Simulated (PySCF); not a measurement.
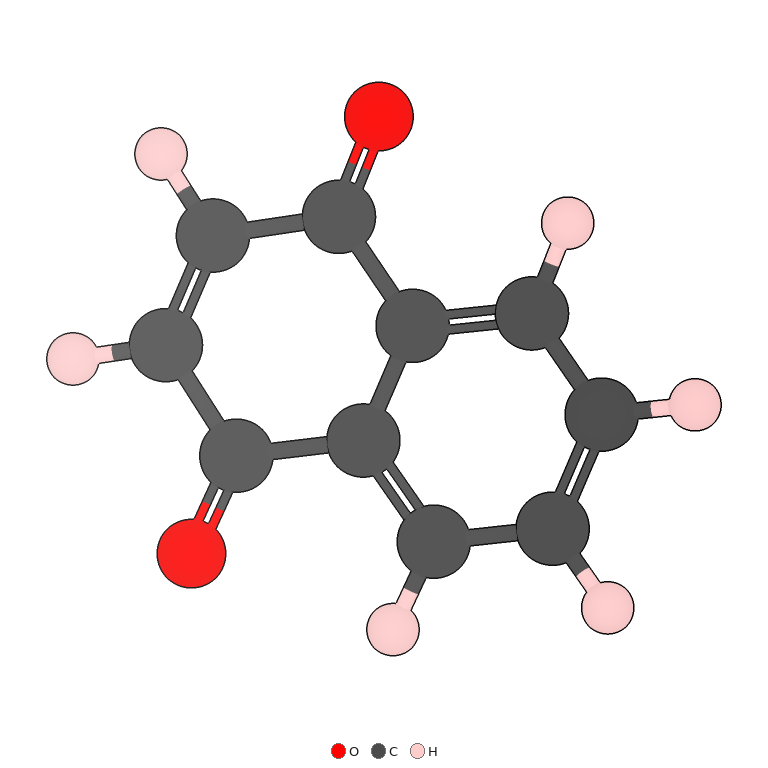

A ball-and-stick model of a molecule. Double and triple bonds are drawn as two and three sticks.

Computed geometry: PBE0-D3(BJ)/def2-SVP optimisation. No frequency run is at hand to confirm it as a minimum.

What is the molecular formula?

Answer. C₁₀H₆O₂, 18 atoms: 10 carbon, 6 hydrogen and 2 oxygen.

Name some functional groups or characteristic bonds that it holds.

Answer. Among them: ketone, alkene.

What is the point group of this geometry?

Answer. C2v.

Give a SMILES string for it.

Answer. O=C1C=CC(=O)c2ccccc21

Does it have rings?

Answer. Independent rings (smallest set): 2 of 6 members, 1 of them aromatic.

The parts below concern this one geometry. Atoms keep their numbers from picture to picture.

### Dipole moment

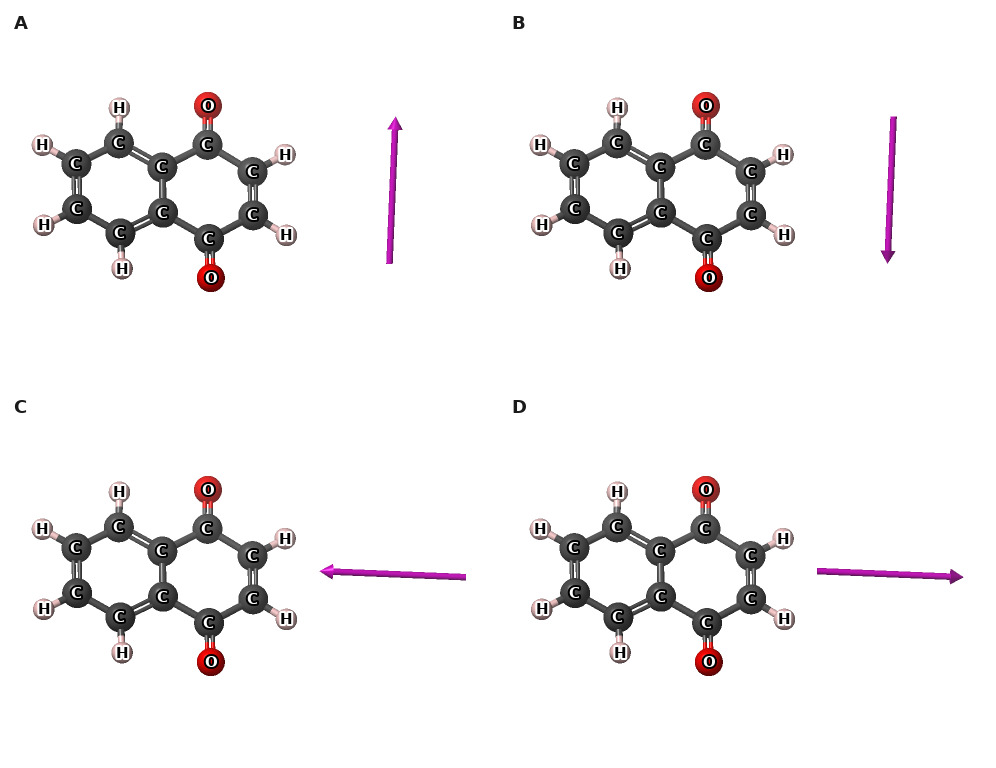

The same molecule four times, each with an arrow. No frequency run is at hand to confirm it as a minimum. Level of theory: PBE0/pcSseg-1 in cyclohexane (IEF-PCM) (PySCF 2.14.0).

Which arrow points along the dipole moment, from the negative to the positive end?

Answer. C. The dipole moment is 1.54 D.

### Charges

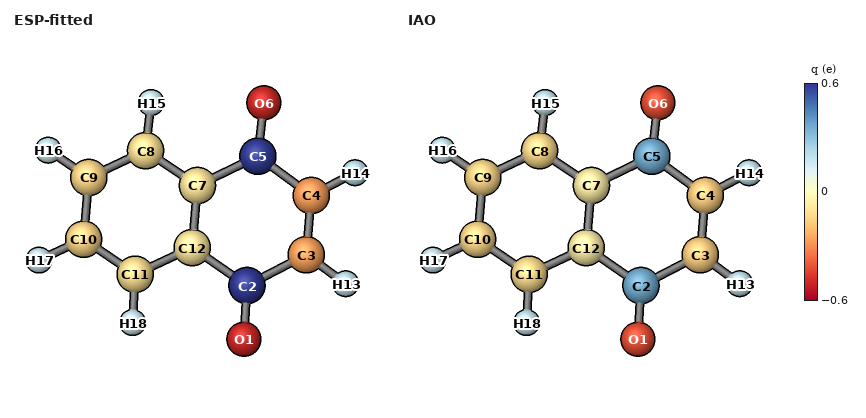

Atomic charges of one calculation by 2 schemes, on one colour scale. No frequency run is at hand to confirm it as a minimum. Level of theory: PBE0/pcSseg-1 in cyclohexane (IEF-PCM) (PySCF 2.14.0).

Which scheme gives the most polar picture (largest mean size of the charges)?

Answer. The ESP-fitted charges are the largest in size here.

On which atom do the schemes disagree most?

Answer. On C2 (from 0.36 to 0.59 e); C5 (from 0.36 to 0.58 e).

List the charges (e), one line for each set of equivalent atoms.

| atom | ESP-fitted | IAO |
| --- | --- | --- |
| O1, O6 | −0.49 | −0.42 |
| C2, C5 | 0.59 | 0.36 |
| C3, C4 | −0.26 | −0.16 |
| C7, C12 | −0.09 | −0.06 |
| C8, C11 | −0.10 | −0.12 |
| C9, C10 | −0.14 | −0.13 |
| H13, H14 | 0.19 | 0.18 |
| H15, H18 | 0.15 | 0.18 |
| H16, H17 | 0.16 | 0.17 |

### NMR shielding

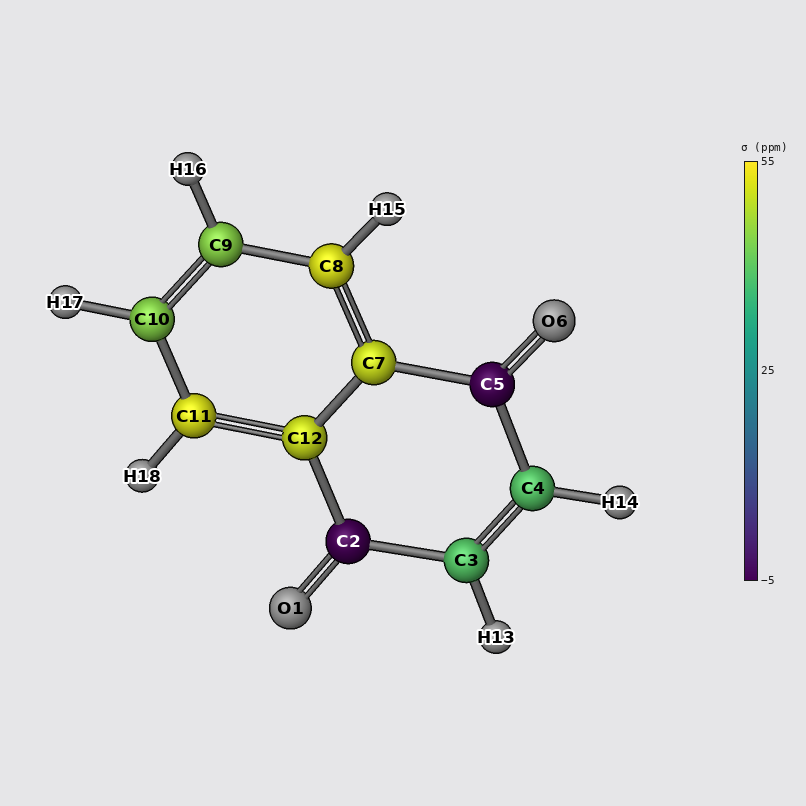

Atoms are coloured by their isotropic NMR shieldings (C only, the others grey). No frequency run is at hand to confirm it as a minimum. Method: GIAO PBE0/pcSseg-1 NMR shielding, non-relativistic, IEF-PCM cyclohexane (PySCF 2.14.0).

Give the isotropic NMR shieldings of the C atoms atom by atom.

| atom | σ (ppm) |
| --- | --- |
| C2 | −4.9 |
| C3 | 39.1 |
| C4 | 39.1 |
| C5 | −4.9 |
| C7 | 50.4 |
| C8 | 51.9 |
| C9 | 44.2 |
| C10 | 44.2 |
| C11 | 51.9 |
| C12 | 50.4 |
